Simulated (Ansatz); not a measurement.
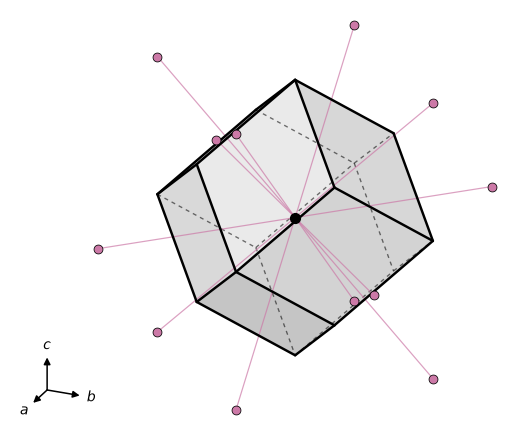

Crystal: Si, coordinates from a relaxation with DFT, m-r2SCAN, plane waves (500 eV) with PAW, scalar-relativistic in Ansatz 0.2.0. The Wigner–Seitz cell of the crystal's lattice, with lines to the lattice points that define its faces. Symmetry computed with spglib at a tolerance of 0.002 Å; standard conventional cell.

a = 5.445 Å, b = 5.445 Å, c = 5.445 Å, α = 90.00°, β = 90.00°, γ = 90.00°; lattice centring F.

### Which of Fedorov's five parallelohedra is it?

A rhombic dodecahedron: 12 faces (12 with 4 edges), 24 edges, 14 vertices. Its volume is that of the primitive cell, 40.4 Å³.

### Which lattice vectors do the faces bisect?

| example | length (Å) | faces | edges of each | area (Å²) |
| --- | --- | --- | --- | --- |
| 1/2 a + 1/2 b | 3.85 | 12 | 4 | 5.2 |
